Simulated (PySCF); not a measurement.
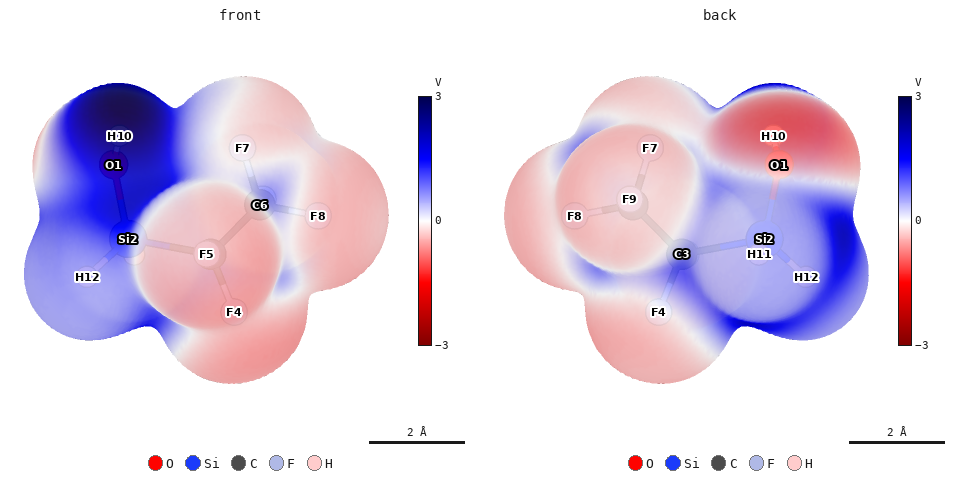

The picture shows: C2H3F5OSi (SMILES O[SiH2]C(F)(F)C(F)(F)F). The molecular electrostatic potential painted on the density surface at 0.002 e/bohr³, seen from the front and from behind; red is negative and blue positive.

Geometry: GFN2-xTB.

All numbers below come from PBE0/pcSseg-1, SCF density, gas phase, non-relativistic (PySCF).

```xyz
12

O     1.8690    0.2267    0.9377
Si    1.1951   -0.8750   -0.0142
C    -0.4835   -0.1655   -0.7217
F    -1.2843   -1.1509   -1.2090
F    -0.2490    0.6754   -1.7737
C    -1.2788    0.6203    0.3176
F    -0.5876    1.7104    0.6918
F    -2.4767    1.0347   -0.0869
F    -1.4615   -0.1165    1.4205
H     1.9758    1.1629    0.7773
H     0.8412   -1.9687    0.8674
H     1.9415   -1.1543   -1.2330
```

### Describe the electrostatic potential map.

The most negative region (about −0.9 V, or −21 kcal/mol for a unit charge) lies over O1, the most positive (about +2.9 V, or +67 kcal/mol for a unit charge) over H10.
